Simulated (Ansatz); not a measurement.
# Single-point calculation, with input and output: SiHBr₂F (charge −1)

SiHBr₂F, charge −1, multiplicity 2, computed with UKS PBE0-DH/def2-mTZVPP (Ansatz 0.2.0).

Some settings of this run were made unusual or wrong on purpose. The geometry comes from this level: PBE0-D4/def2-TZVP.

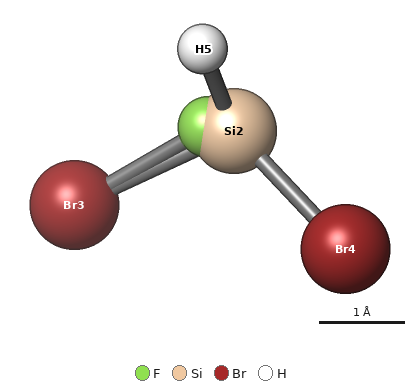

Figure 1. The structure (ball-and-stick view, seen at a tilt; atoms are numbered from 1 in the order of the input). Bond lengths as drawn: Br–F 1.94 Å, Br–Si 2.04 to 2.17 Å, F–Si 0.30 Å and H–Si 1.52 Å.

Input file:
```yaml
crystal:
  periodic: [false, false, false]
  atoms:
    - {symbol: F, position_ang: [0.219609, 0.081238, 0.105404]}
    - {symbol: Si, position_ang: [-0.080391, 0.081238, 0.055404]}
    - {symbol: Br, position_ang: [1.658942, -1.214340, 0.149975]}
    - {symbol: Br, position_ang: [-1.375721, -0.452583, -1.426431]}
    - {symbol: H, position_ang: [0.480881, 1.467125, -0.211867]}
basis:
  gaussian: {orbitals: def2-mTZVPP}
total_charge: -1
magnetization: {spin_polarized: true, initial_magnetization: 1}
hamiltonian: {xc: {name: PBE0-DH}}
accuracy: high
scf: {lower_state_search: off}
```

Run as:
```bash
ansatz run in.yaml --threads 4 --pin off --events-out ev --progress --plain --max-ram 10444MiB
```

What the program printed:
```
Functional definition: PBE0-DH
  name "PBE0-DH"
  cite "Brémond & Adamo, J. Chem. Phys. 135, 024106 (2011) doi:10.1063/1.3604569"
  cite "Perdew, Burke & Ernzerhof, Phys. Rev. Lett. 77, 3865 (1996) doi:10.1103/PhysRevLett.77.3865"
  parameter a = 1/2
  parameter c = 1/8
  exchange = (1 - a)*pbe_x + a*exact_x
  correlation = (1 - c)*pbe_c + c*(mp2_os + mp2_ss)
these checks for a lower state are left out or cut short: stability, starts, cluster_reference, orbital_swaps, neighbouring_geometries, increment
2126 factors; integrals over basis functions are off by at most 4.3e-9 eV
mean field evaluation 1: about -149372.5572 eV, gradient 5.3e1 eV
mean field evaluation 2: about -149372.7333 eV, gradient 5.3e1 eV
mean field evaluation 4: about -149377.2247 eV, gradient 5.1e0 eV
mean field evaluation 8: about -149377.3247 eV, gradient 4.8e-1 eV
mean field evaluation 16: about -149377.3348 eV, gradient 1.1e-2 eV
mean field evaluation 32: about -149377.3348 eV, gradient 7.0e-7 eV
mean field -149377.33480821 eV, -5489.5158026078 hartree, gradient 6.3e-8 eV, S^2 0.761543; 0 other end points of the search recorded, 0 dependent functions left out
24 core orbitals not correlated: weight in the atoms' cores, before any rotation towards them, 0.876 or more for the frozen orbitals, at most 0.160 for the correlated occupied ones
reference -149377.33480959 eV, -5489.5158026583 hartree; 24, 23 occupied and 80, 81 virtual orbitals, 2126 factors
second order -23.12284443 eV of doubles, -0.00000000 eV of singles
Total energy: -149380.22516514 eV, -5489.6220212657 hartree
Checks for a lower state left out: stability, starts, cluster_reference, orbital_swaps, neighbouring_geometries, increment
```

What the run reported:

```json
{"quantity": "outcome", "value": "converged"}
{"quantity": "total energy", "value": "−149380.2252 eV"}
{"quantity": "mean-field energy", "value": "−149377.3348 eV"}
{"quantity": "⟨S²⟩", "value": "0.762"}
{"quantity": "hardware", "value": "4 threads of Arm Neoverse V2, 23 GiB of memory available, shared host"}
{"quantity": "wall time", "value": "7 s (CPU time 26 s)"}
{"quantity": "peak memory", "value": "0.59 GiB"}
```

Diagnosis:

The input was spoiled on purpose: two atoms are placed far too close. The run converged all the same; its numbers are those of the faulty input and shouldn't be used.
